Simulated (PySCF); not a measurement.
# SnClF (SMILES [F][Sn][Cl]): CISD/STO-3G

Aim: the energy change on altering one bond length of SnClF at CISD/STO-3G, from 2 runs. Input form: a Python script.

The calculation is run with PySCF 2.14.0.

19 further runs of the same task are left out: 7 that didn't finish, 12 set aside as unsound or not needed.

### 1 The structure to begin with

The species is SnClF (3 atoms), meant as a singlet with charge 0. SMILES: `[F][Sn][Cl]`. Geometry: relaxed at PBE0-D4/def2-TZVP.

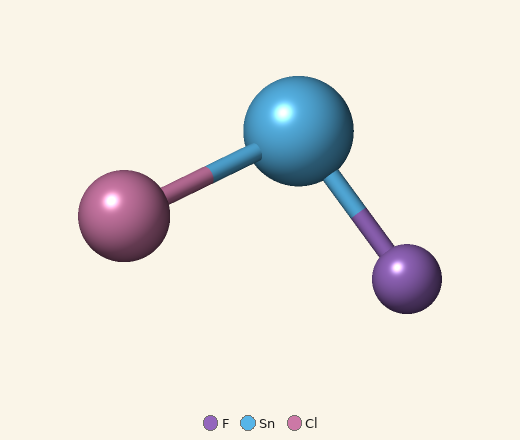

The structure, seen from a chosen angle (fluorine purple, tin blue, chlorine pink).

### 2 A single-point energy at CISD/STO-3G

Input file geometry.xyz:

```xyz
3

F     -1.389600     0.223100    -0.744400
Sn     0.164300     0.898100     0.190700
Cl     1.214300    -1.186000     0.540500
```

Input file input.py:

```python
# [F][Sn][Cl]
from pyscf import gto, scf, ci

mol = gto.Mole()
mol.atom = 'geometry.xyz'
mol.spin = 0
mol.basis = 'sto-3g'
mol.verbose = 3
mol.max_memory = 1860
mol.build()

hf = scf.RHF(mol)
hf.conv_tol = 1e-10
hf.kernel()
if not hf.converged:
    hf = hf.newton().run(hf.mo_coeff, hf.mo_occ)

cisd = ci.CISD(hf, frozen=24)
cisd.kernel()
energy = cisd.e_tot
print(f'total energy: {energy:.8f} hartree')
```

Command:

```sh
OMP_NUM_THREADS=1 python input.py
```

Output:

```text
converged SCF energy = -6515.97322820159
E(RCISD) = -6516.038112312146  E_corr = -0.06488411055188981
total energy: -6516.03811231 hartree
```

It took 0.95 s on 1 thread of Arm Neoverse V1, shared host; peak memory 0.11 GiB.

### 3 The distorted shape at the same level

Input file calc.py:

```python
from pyscf import gto, scf, ci

molecule = gto.M(
    atom='''
F     -2.649596     2.724012    -1.164159
Sn    -1.095696     3.399012    -0.229059
Cl     1.214300    -1.186000     0.540500
''',
    verbose=3,
    basis='sto-3g',
    charge=0,
    max_memory=1860,
)

mf = scf.RHF(molecule)
mf.conv_tol = 1e-10
mf.kernel()
if not mf.converged:
    mf = mf.newton().run(mf.mo_coeff, mf.mo_occ)

cisd = ci.CISD(mf, frozen=24)
cisd.kernel()
e_tot = cisd.e_tot
print('E = %.10f Eh' % e_tot)
```

Command:

```sh
OMP_NUM_THREADS=1 python calc.py
```

Output:

```text
converged SCF energy = -6515.74261100414
E(RCISD) = -6515.833989724912  E_corr = -0.09137872077164184
E = -6515.8339897249 Eh
```

Run time: 0.91 s. Hardware: 1 thread of Arm Neoverse V1, shared host; peak memory 0.11 GiB.

### 4 What came out

Level: CISD/STO-3G, 24 core orbitals frozen.

| quantity | value |
| --- | --- |
| first shape: total energy | -6516.03811 Eh |
| first shape: dipole moment (Hartree–Fock density) | 3.31 D |
| first shape: HOMO energy (Hartree–Fock orbitals) | -6.48 eV |
| first shape: LUMO energy (Hartree–Fock orbitals) | 3.70 eV |
| first shape: HOMO–LUMO gap (Hartree–Fock orbitals) | 10.17 eV |
| first shape: correlation energy (24 core orbitals frozen) | -64.9 mEh |
| distorted shape: total energy | -6515.83399 Eh |
| distorted shape: dipole moment (Hartree–Fock density) | 19.00 D |
| distorted shape: HOMO energy (Hartree–Fock orbitals) | -2.66 eV |
| distorted shape: LUMO energy (Hartree–Fock orbitals) | 0.35 eV |
| distorted shape: HOMO–LUMO gap (Hartree–Fock orbitals) | 3.01 eV |
| distorted shape: correlation energy (24 core orbitals frozen) | -91.4 mEh |
| energy change with the Sn2–Cl3 bond stretched from 2.360 to 5.191 Å | 5.554 eV |

**Reading.** One bond (distorted shape) is far stretched, which a spin-restricted single reference describes badly; a broken-symmetry solution may lie lower. With the Sn2–Cl3 bond stretched from 2.360 to 5.191 Å the energy rises by 5.55 eV (128 kcal/mol). The first shape isn't relaxed at this level, so the change isn't measured from a minimum. A restricted reference can't describe the breaking bond well at this length. The minimal basis adds a large error of its own. Relativity is left out (first shape) although the molecule holds a heavy atom. Mulliken charges (distorted shape) of the mean-field density run from -0.78 on Cl3 to +1.07 on Sn2. Relativity is left out (distorted shape) although the molecule holds a heavy atom.
